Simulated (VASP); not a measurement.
# SrMoO4: structure and properties in VASP, part 5 of 7

How well does PBEsol reproduce what experiment finds for SrMoO4? The cell is relaxed first, and properties follow on it. The start is a cell from a database of measured crystal structures.

VASP 6.6.1; PBEsol; plane waves and PAW (Sr_sv, Mo_sv, O).

So far, gap on the k-mesh (eV): step 2 (relaxing cell and atoms (PBEsol)) 3.70; step 3 (second relaxation) 3.70; step 6 (total and projected DOS (PBEsol)) 3.70; step 7 (volume scan with PBEsol, volume scale 0.94) 3.99; step 8 (volume scan with PBEsol, volume scale 0.96) 3.89.

**9. Volume scan with PBEsol, volume scale 0.98**

Contents of INCAR:

```
SYSTEM = SrMoO4
PREC = Accurate
ENCUT = 520
EDIFF = 1E-06
NELM = 100
ISMEAR = 0
SIGMA = 0.05
LREAL = .FALSE.
ALGO = Normal
GGA = PS
NBANDS = 60
LASPH = .TRUE.
LORBIT = 11
LWAVE = .FALSE.
LCHARG = .FALSE.
KPAR = 8
ISIF = 2
```

Contents of POSCAR:

```
SrMoO4
1.0
   -5.3542968815      0.0000000003      0.0000000000
    0.0000000003      5.3542968815      0.0000000000
    2.6771484406     -2.6771484410     -5.9159009299
Sr Mo O
2 2 8
Direct
    0.7500000000      0.2500000000      0.5000000000
    0.0000000000      0.0000000000      0.0000000000
    0.2500000000      0.7500000000      0.5000000000
    0.5000000000      0.5000000000      0.0000000000
    0.0951284501      0.6930333090      0.6645803170
    0.4430333090      0.8194518669      0.1645803170
    0.5694518669      0.9715470080      0.6645803170
    0.7215470080      0.3451284501      0.1645803170
    0.6548715499      0.5569666910      0.8354196830
    0.3069666910      0.4305481331      0.3354196830
    0.1805481331      0.2784529920      0.8354196830
    0.0284529920      0.9048715499      0.3354196830
```

Contents of KPOINTS:

```
Automatic mesh
0
Gamma
6 6 6
0 0 0
```

The projector-augmented-wave data sets are Sr_sv, Mo_sv and O (PBE family, release 64).

The run is started by

```
mpirun -np 8 vasp_std
```

Log:

```text
[... set-up lines as in an earlier step ...]
 entering main loop
       N       E                     dE             d eps       ncg     rms          rms(c)
DAV:   1     0.838625622706E+03    0.83863E+03   -0.55597E+04  4320   0.158E+03
DAV:   2    -0.674328252473E+02   -0.90606E+03   -0.87731E+03  5292   0.411E+02
DAV:   3    -0.120251499950E+03   -0.52819E+02   -0.52503E+02  5968   0.999E+01
DAV:   4    -0.121571374421E+03   -0.13199E+01   -0.13177E+01  6320   0.137E+01
DAV:   5    -0.121601124500E+03   -0.29750E-01   -0.29743E-01  5808   0.189E+00    0.959E+01
DAV:   6    -0.102267272384E+03    0.19334E+02   -0.12067E+02  4944   0.547E+01    0.245E+01
DAV:   7    -0.100994978673E+03    0.12723E+01   -0.34323E+01  4828   0.300E+01    0.285E+01
DAV:   8    -0.100021171494E+03    0.97381E+00   -0.31124E+00  4956   0.115E+01    0.218E+00
DAV:   9    -0.999993484886E+02    0.21823E-01   -0.19102E-01  5144   0.221E+00    0.797E-01
```

Run time: 69 s. Hardware: 8 MPI ranks of Intel Xeon Platinum 8259CL at 2.50GHz (Skylake/Cascade Lake), shared host; peak memory 4.1 GiB; 9 min of CPU time.

OUTCAR, selected parts (step 9):

```text
  Total        3.5659122      3.5659122      3.3473505     -0.0000000      0.0000000      0.0000000
  in kB       33.6864647     33.6864647     31.6217564     -0.0000001      0.0000000      0.0000000
  external PRESSURE =      32.9982286 kB  Pullay stress =       0.0000000 kB

 POSITION                                       TOTAL-FORCE (eV/Angst)
 -----------------------------------------------------------------------------------
     -2.67715      0.00000     -2.95795         0.000000      0.000000      0.000000
      0.00000      0.00000      0.00000         0.000000      0.000000      0.000000
      0.00000      2.67715     -2.95795         0.000000      0.000000      0.000000
     -2.67715      2.67715      0.00000         0.000000      0.000000      0.000000
      1.26983      1.93153     -3.93159         0.318655     -0.204930     -0.258503
     -1.93153      3.94698     -0.97364         0.204930      0.318655     -0.258503
     -1.26983      3.42277     -3.93159        -0.318655      0.204930     -0.258503
     -3.42277      1.40731     -0.97364        -0.204930     -0.318655     -0.258503
     -1.26983      0.74562     -4.94226        -0.318655      0.204930      0.258503
     -0.74562      1.40731     -1.98431        -0.204930     -0.318655      0.258503
      1.26983     -0.74562     -4.94226         0.318655     -0.204930      0.258503
      0.74562      3.94698     -1.98431         0.204930      0.318655      0.258503
 -----------------------------------------------------------------------------------
    total drift:                               -0.000000     -0.000000     -0.000000

  FREE ENERGIE OF THE ION-ELECTRON SYSTEM (eV)
  ---------------------------------------------------
  free  energy   TOTEN  =      -100.0020148614 eV

  energy  without entropy=     -100.0020148614  energy(sigma->0) =     -100.00201486

[... 1 part as in an earlier step ...]

[... 2 further parts left out ...]
[key lines of the parts left out:]
E-fermi :   2.0052
```

The pressure falls from 7.01 to 3.30 GPa.

The run ends at a pressure of 3.30 GPa, with forces up to 0.46 eV/Å.

**10. Volume scan with PBEsol, volume scale 1**

INCAR is that of step 9.

Changes to POSCAR since step 9:

```diff
@@ -2,5 +2,5 @@
 1.0
-   -5.3542968815      0.0000000003      0.0000000000
-    0.0000000003      5.3542968815      0.0000000000
-    2.6771484406     -2.6771484410     -5.9159009299
+   -5.3904756606      0.0000000003      0.0000000000
+    0.0000000003      5.3904756606      0.0000000000
+    2.6952378301     -2.6952378305     -5.9558744460
 Sr Mo O
```

KPOINTS is that of step 9.

The run is started by

```
mpirun -np 8 vasp_std
```

Log:

```text
[... set-up lines as in an earlier step ...]
 entering main loop
       N       E                     dE             d eps       ncg     rms          rms(c)
DAV:   1     0.829504327450E+03    0.82950E+03   -0.55391E+04  4336   0.158E+03
DAV:   2    -0.680596870136E+02   -0.89756E+03   -0.87100E+03  5332   0.409E+02
DAV:   3    -0.120507958034E+03   -0.52448E+02   -0.52143E+02  6084   0.993E+01
DAV:   4    -0.121776340486E+03   -0.12684E+01   -0.12664E+01  6216   0.133E+01
[...]
DAV:  14    -0.100040726047E+03   -0.15747E-05   -0.13233E-05  5272   0.186E-02    0.122E-02
DAV:  15    -0.100040727111E+03   -0.10635E-05   -0.34247E-06  3984   0.918E-03    0.385E-03
DAV:  16    -0.100040727318E+03   -0.20730E-06   -0.40251E-07  2616   0.298E-03
   1 F= -.10004073E+03 E0= -.10004073E+03  d E =-.927692E-11
```

It took 74 s on 8 MPI ranks; peak memory 4.2 GiB; 9.3 min of CPU time.

OUTCAR, selected parts (step 10):

```text
  Total       -0.0564981     -0.0564981     -0.0356985     -0.0000000     -0.0000000     -0.0000000
  in kB       -0.5230517     -0.5230517     -0.3304916     -0.0000003     -0.0000000     -0.0000000
  external PRESSURE =      -0.4588650 kB  Pullay stress =       0.0000000 kB

 POSITION                                       TOTAL-FORCE (eV/Angst)
 -----------------------------------------------------------------------------------
     -2.69524      0.00000     -2.97794         0.000000      0.000000      0.000000
      0.00000      0.00000      0.00000         0.000000      0.000000      0.000000
      0.00000      2.69524     -2.97794         0.000000      0.000000      0.000000
     -2.69524      2.69524      0.00000         0.000000     -0.000000      0.000000
      1.27841      1.94458     -3.95816        -0.007232     -0.004102      0.003241
     -1.94458      3.97365     -0.98022         0.004102     -0.007232      0.003241
     -1.27841      3.44590     -3.95816         0.007232      0.004102      0.003241
     -3.44590      1.41682     -0.98022        -0.004102      0.007232      0.003241
     -1.27841      0.75066     -4.97565         0.007232      0.004102     -0.003241
     -0.75066      1.41682     -1.99772        -0.004102      0.007232     -0.003241
      1.27841     -0.75066     -4.97565        -0.007232     -0.004102     -0.003241
      0.75066      3.97365     -1.99772         0.004102     -0.007232     -0.003241
 -----------------------------------------------------------------------------------
    total drift:                               -0.000000     -0.000000     -0.000000

  FREE ENERGIE OF THE ION-ELECTRON SYSTEM (eV)
  ---------------------------------------------------
  free  energy   TOTEN  =      -100.0407273182 eV

  energy  without entropy=     -100.0407273182  energy(sigma->0) =     -100.04072732

[... 2 parts as in an earlier step ...]

[... 1 further part left out ...]
[key lines of the parts left out:]
E-fermi :   1.7840
```

The pressure falls from 3.30 to -0.05 GPa.

The run ends at a pressure of -0.05 GPa, with forces up to 0.0089 eV/Å.

**11. Volume scan with PBEsol, volume scale 1.02**

INCAR is that of step 10.

Changes to POSCAR since step 10:

```diff
@@ -2,5 +2,5 @@
 1.0
-   -5.3904756606      0.0000000003      0.0000000000
-    0.0000000003      5.3904756606      0.0000000000
-    2.6952378301     -2.6952378305     -5.9558744460
+   -5.4261752153      0.0000000003      0.0000000000
+    0.0000000003      5.4261752153      0.0000000000
+    2.7130876074     -2.7130876078     -5.9953184726
 Sr Mo O
```

KPOINTS is that of step 10.

The run is started by

```
mpirun -np 8 vasp_std
```

Log:

```text
[... set-up lines as in an earlier step ...]
 entering main loop
       N       E                     dE             d eps       ncg     rms          rms(c)
DAV:   1     0.832748652793E+03    0.83275E+03   -0.55378E+04  4352   0.157E+03
DAV:   2    -0.675395053887E+02   -0.90029E+03   -0.87158E+03  5312   0.407E+02
DAV:   3    -0.120501602778E+03   -0.52962E+02   -0.52637E+02  6032   0.994E+01
DAV:   4    -0.121920221021E+03   -0.14186E+01   -0.14165E+01  6360   0.135E+01
[...]
DAV:  14    -0.100010942890E+03   -0.15520E-05   -0.13505E-05  5072   0.185E-02    0.133E-02
DAV:  15    -0.100010944248E+03   -0.13583E-05   -0.49528E-06  4504   0.109E-02    0.527E-03
DAV:  16    -0.100010944409E+03   -0.16073E-06   -0.35972E-07  2592   0.297E-03
   1 F= -.10001094E+03 E0= -.10001094E+03  d E =-.200991E-24
```

Wall time 75 s (8 MPI ranks); peak memory 4.2 GiB; 9.3 min of CPU time.

Parts of OUTCAR (step 11):

```text
  Total       -3.4465147     -3.4465147     -3.1998368     -0.0000000      0.0000000     -0.0000000
  in kB      -31.2817349    -31.2817349    -29.0428027     -0.0000001      0.0000000     -0.0000000
  external PRESSURE =     -30.5354242 kB  Pullay stress =       0.0000000 kB

 POSITION                                       TOTAL-FORCE (eV/Angst)
 -----------------------------------------------------------------------------------
     -2.71309      0.00000     -2.99766        -0.000000      0.000000      0.000000
      0.00000      0.00000      0.00000         0.000000      0.000000      0.000000
      0.00000      2.71309     -2.99766         0.000000      0.000000      0.000000
     -2.71309      2.71309      0.00000        -0.000000      0.000000      0.000000
      1.28688      1.95746     -3.98437        -0.310044      0.182245      0.246425
     -1.95746      3.99997     -0.98671        -0.182245     -0.310044      0.246425
     -1.28688      3.46872     -3.98437         0.310044     -0.182245      0.246425
     -3.46872      1.42621     -0.98671         0.182245      0.310044      0.246425
     -1.28688      0.75563     -5.00861         0.310044     -0.182245     -0.246425
     -0.75563      1.42621     -2.01095         0.182245      0.310044     -0.246425
      1.28688     -0.75563     -5.00861        -0.310044      0.182245     -0.246425
      0.75563      3.99997     -2.01095        -0.182245     -0.310044     -0.246425
 -----------------------------------------------------------------------------------
    total drift:                               -0.000000     -0.000000     -0.000000

  FREE ENERGIE OF THE ION-ELECTRON SYSTEM (eV)
  ---------------------------------------------------
  free  energy   TOTEN  =      -100.0109444088 eV

  energy  without entropy=     -100.0109444088  energy(sigma->0) =     -100.01094441

[... 1 part as in an earlier step ...]

[... 2 further parts left out ...]
[key lines of the parts left out:]
E-fermi :   1.7855
```

The pressure falls from -0.05 to -3.05 GPa.

The run ends at a pressure of -3.05 GPa, with forces up to 0.44 eV/Å.

**12. Volume scan with PBEsol, volume scale 1.04**

INCAR is that of step 11.

Changes to POSCAR since step 11:

```diff
@@ -2,5 +2,5 @@
 1.0
-   -5.4261752153      0.0000000003      0.0000000000
-    0.0000000003      5.4261752153      0.0000000000
-    2.7130876074     -2.7130876078     -5.9953184726
+   -5.4614111066      0.0000000003      0.0000000000
+    0.0000000003      5.4614111066      0.0000000000
+    2.7307055531     -2.7307055535     -6.0342502029
 Sr Mo O
```

KPOINTS is that of step 11.

The run is started by

```
mpirun -np 8 vasp_std
```

Log:

```text
[... set-up lines as in an earlier step ...]
 entering main loop
       N       E                     dE             d eps       ncg     rms          rms(c)
DAV:   1     0.825025315724E+03    0.82503E+03   -0.55220E+04  4384   0.157E+03
DAV:   2    -0.678833708669E+02   -0.89291E+03   -0.86592E+03  5344   0.404E+02
DAV:   3    -0.120675621475E+03   -0.52792E+02   -0.52470E+02  6144   0.986E+01
DAV:   4    -0.122003687946E+03   -0.13281E+01   -0.13258E+01  6240   0.132E+01
[...]
DAV:  14    -0.999191955614E+02   -0.27672E-05   -0.15264E-05  5040   0.191E-02    0.140E-02
DAV:  15    -0.999191967076E+02   -0.11462E-05   -0.62525E-06  4816   0.121E-02    0.537E-03
DAV:  16    -0.999191968572E+02   -0.14961E-06   -0.43912E-07  2600   0.317E-03
   1 F= -.99919197E+02 E0= -.99919197E+02  d E =-.129500E-21
```

It took 81 s on 8 MPI ranks; peak memory 4.4 GiB; 10 min of CPU time.

From OUTCAR (step 12):

```text
  Total       -6.6243871     -6.6243871     -6.1616731     -0.0000000     -0.0000000     -0.0000000
  in kB      -58.9689279    -58.9689279    -54.8499437     -0.0000002     -0.0000000     -0.0000000
  external PRESSURE =     -57.5959332 kB  Pullay stress =       0.0000000 kB

 POSITION                                       TOTAL-FORCE (eV/Angst)
 -----------------------------------------------------------------------------------
     -2.73071      0.00000     -3.01713         0.000000     -0.000000      0.000000
      0.00000      0.00000      0.00000         0.000000     -0.000000      0.000000
      0.00000      2.73071     -3.01713         0.000000     -0.000000      0.000000
     -2.73071      2.73071      0.00000         0.000000     -0.000000      0.000000
      1.29524      1.97017     -4.01024        -0.591485      0.355396      0.472262
     -1.97017      4.02594     -0.99312        -0.355396     -0.591485      0.472262
     -1.29524      3.49124     -4.01024         0.591485     -0.355396      0.472262
     -3.49124      1.43547     -0.99312         0.355396      0.591485      0.472262
     -1.29524      0.76054     -5.04113         0.591485     -0.355396     -0.472262
     -0.76054      1.43547     -2.02401         0.355396      0.591485     -0.472262
      1.29524     -0.76054     -5.04113        -0.591485      0.355396     -0.472262
      0.76054      4.02594     -2.02401        -0.355396     -0.591485     -0.472262
 -----------------------------------------------------------------------------------
    total drift:                               -0.000000     -0.000000     -0.000000

  FREE ENERGIE OF THE ION-ELECTRON SYSTEM (eV)
  ---------------------------------------------------
  free  energy   TOTEN  =       -99.9191968572 eV

  energy  without entropy=      -99.9191968572  energy(sigma->0) =      -99.91919686

[... 1 part as in an earlier step ...]

[... 2 further parts left out ...]
[key lines of the parts left out:]
E-fermi :   1.6280
```

The pressure falls from -3.05 to -5.76 GPa.

The run ends at a pressure of -5.76 GPa, with forces up to 0.84 eV/Å.

**13. Volume scan with PBEsol, volume scale 1.06**

A prediction first. A parabola through the 6 pressures of evenly scaled cells so far, P = -0.05 -159.1 t +350 t² GPa with t = ln(V/V₁) and V₁ the volume at scale 1, gives -8.13 GPa at t = +0.0583.

INCAR is that of step 12.

Changes to POSCAR since step 12:

```diff
@@ -2,5 +2,5 @@
 1.0
-   -5.4614111066      0.0000000003      0.0000000000
-    0.0000000003      5.4614111066      0.0000000000
-    2.7307055531     -2.7307055535     -6.0342502029
+   -5.4961981025      0.0000000003      0.0000000000
+    0.0000000003      5.4961981025      0.0000000000
+    2.7480990510     -2.7480990515     -6.0726859539
 Sr Mo O
```

KPOINTS is that of step 12.

The run is started by

```
mpirun -np 8 vasp_std
```

Log:

```text
[... set-up lines as in an earlier step ...]
 entering main loop
       N       E                     dE             d eps       ncg     rms          rms(c)
DAV:   1     0.824531250149E+03    0.82453E+03   -0.55031E+04  4376   0.156E+03
DAV:   2    -0.667578270125E+02   -0.89129E+03   -0.86368E+03  5300   0.403E+02
DAV:   3    -0.120733817484E+03   -0.53976E+02   -0.53640E+02  6136   0.992E+01
DAV:   4    -0.122032697732E+03   -0.12989E+01   -0.12961E+01  6112   0.134E+01
[...]
DAV:  14    -0.997719631747E+02   -0.41907E-05   -0.17686E-05  5096   0.201E-02    0.139E-02
DAV:  15    -0.997719641865E+02   -0.10118E-05   -0.73507E-06  4968   0.129E-02    0.521E-03
DAV:  16    -0.997719643885E+02   -0.20196E-06   -0.57431E-07  2608   0.351E-03
   1 F= -.99771964E+02 E0= -.99771964E+02  d E =-.840637E-13
```

Wall time 86 s (8 MPI ranks); peak memory 4.4 GiB; 11 min of CPU time.

Parts of OUTCAR (step 13):

```text
  Total       -9.6071144     -9.6071144     -8.9381460     -0.0000000     -0.0000000     -0.0000000
  in kB      -83.9069565    -83.9069565    -78.0642958     -0.0000001     -0.0000000     -0.0000000
  external PRESSURE =     -81.9594030 kB  Pullay stress =       0.0000000 kB

 POSITION                                       TOTAL-FORCE (eV/Angst)
 -----------------------------------------------------------------------------------
     -2.74810      0.00000     -3.03634        -0.000000     -0.000000      0.000000
      0.00000      0.00000      0.00000        -0.000000     -0.000000      0.000000
      0.00000      2.74810     -3.03634        -0.000000     -0.000000      0.000000
     -2.74810      2.74810      0.00000        -0.000000     -0.000000      0.000000
      1.30349      1.98272     -4.03579        -0.853234      0.516412      0.682342
     -1.98272      4.05159     -0.99944        -0.516412     -0.853234      0.682342
     -1.30349      3.51348     -4.03579         0.853234     -0.516412      0.682342
     -3.51348      1.44461     -0.99944         0.516412      0.853234      0.682342
     -1.30349      0.76538     -5.07324         0.853234     -0.516412     -0.682342
     -0.76538      1.44461     -2.03690         0.516412      0.853234     -0.682342
      1.30349     -0.76538     -5.07324        -0.853234      0.516412     -0.682342
      0.76538      4.05159     -2.03690        -0.516412     -0.853234     -0.682342
 -----------------------------------------------------------------------------------
    total drift:                               -0.000000     -0.000000     -0.000000

  FREE ENERGIE OF THE ION-ELECTRON SYSTEM (eV)
  ---------------------------------------------------
  free  energy   TOTEN  =       -99.7719643885 eV

  energy  without entropy=      -99.7719643885  energy(sigma->0) =      -99.77196439

[... 1 part as in an earlier step ...]

[... 2 further parts left out ...]
[key lines of the parts left out:]
E-fermi :   1.4096
```

The pressure falls from -5.76 to -8.20 GPa. The parabola predicted -8.13 GPa, +0.07 GPa off.

**14. Side by side**

Times are for 8 MPI ranks of Intel Xeon Platinum 8259CL at 2.50GHz (Skylake/Cascade Lake), shared host. The series side by side:

| no. | volume scale | energy above the lowest point (meV/atom) | pressure (GPa) | gap on the k-mesh (eV) | time | memory (GiB) |
| --- | --- | --- | --- | --- | --- | --- |
| 1 | 0.94 | 29.48 | 11.14 | 3.994 | 62 s | 4.0 |
| 2 | 0.96 | 12.82 | 7.013 | 3.892 | 67 s | 4.0 |
| 3 | 0.98 | 3.23 | 3.300 | 3.792 | 69 s | 4.1 |
| 4 | 1 | 0 | -0.04589 | 3.696 | 74 s | 4.2 |
| 5 | 1.02 | 2.48 | -3.054 | 3.603 | 75 s | 4.2 |
| 6 | 1.04 | 10.13 | -5.760 | 3.513 | 81 s | 4.4 |
| 7 | 1.06 | 22.4 | -8.196 | 3.426 | 86 s | 4.4 |

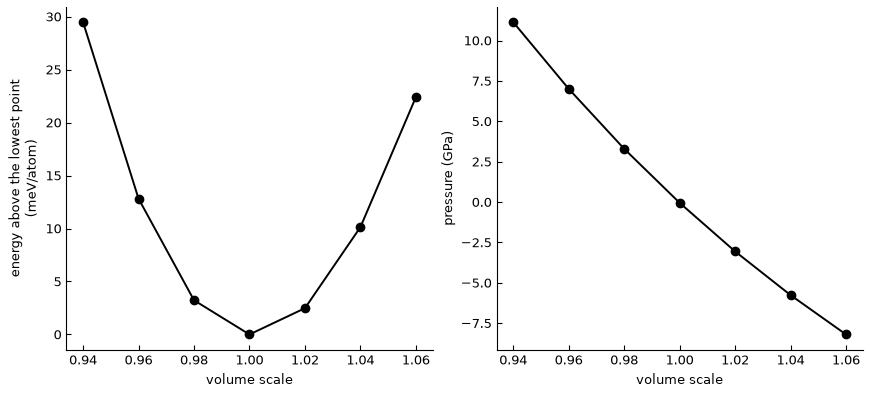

The series as plots.

**15. Fit for PBEsol**

This step: Birch-Murnaghan fit, PBEsol; plane waves and PAW (VASP 6.6.1).

No new run; the numbers come from the runs before.

Numbers from this step:

| Quantity | Value |
| --- | --- |
| pressure derivative of the bulk modulus | 4.270 |
| r.m.s. error of the fit | 2.91e-6 eV/atom |
| minimum inside the sampled range | yes |
| bulk modulus | 158.1 GPa |
| equilibrium volume of the fit | 14.44 Å³/atom |

Energy above the fitted minimum against volume:

| volume (Å³/atom) | energy above the fitted minimum (eV/atom) |
| --- | --- |
| 13.556 | 0.0295 |
| 13.845 | 0.0128 |
| 14.133 | 0.00324 |
| 14.422 | 9.0e-6 |
| 14.710 | 0.00249 |
| 14.999 | 0.0101 |
| 15.287 | 0.0224 |

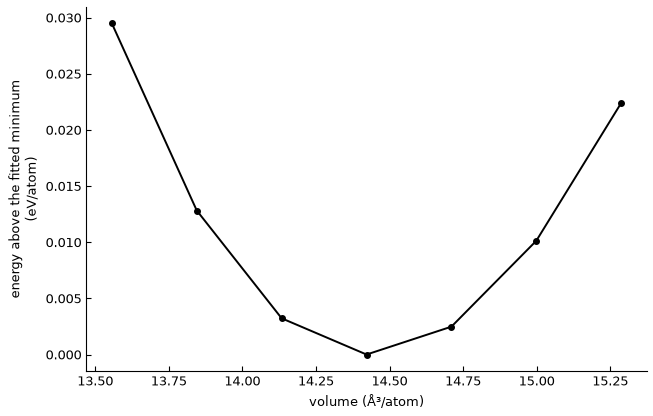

Energy above the fitted minimum, plotted against volume.

The fitted volume lies +0.10 % from the relaxed one. The atoms bear forces along the scan, since they were held; freeing them would lower the modulus.

[end of part 5 of 7]

[Lines on the potential files, build, host, timing and source positions are cut from VASP's logs without a mark.]

[Logs are printed without paths, hosts, clocks, repeated set-up lines and the standing remarks that a program may print on its own settings, such as how far it seeks lower states.]

[Hosts, paths, dates, database ids (printed as entryN), source tags and the programs' standing remarks are cut or masked in the printed files.]

[A measured line is paired with the nearest computed mode of its activity, which favours agreement.]
